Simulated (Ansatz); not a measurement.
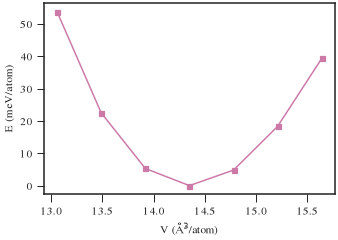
Fig. 1. TiSi$_{2}$ in space group Cmcm (No. 63; Ti on 4c, Si on 4c, Si on 4c) under volume change, DFT-PBE in the program Ansatz with PAW potentials, shape and atoms relaxed at each volume.

**Question.** What does a third-order Birch–Murnaghan fit give for V₀, B₀ and B′?

**Answer.** V₀ = 14.35 Å³/atom, B₀ = 126 GPa, B′ = 4.3.

The cell was relaxed with PBE under the symmetry of its start. No spin polarisation was allowed.

Potentials: the earlier of the program's two PAW sets.
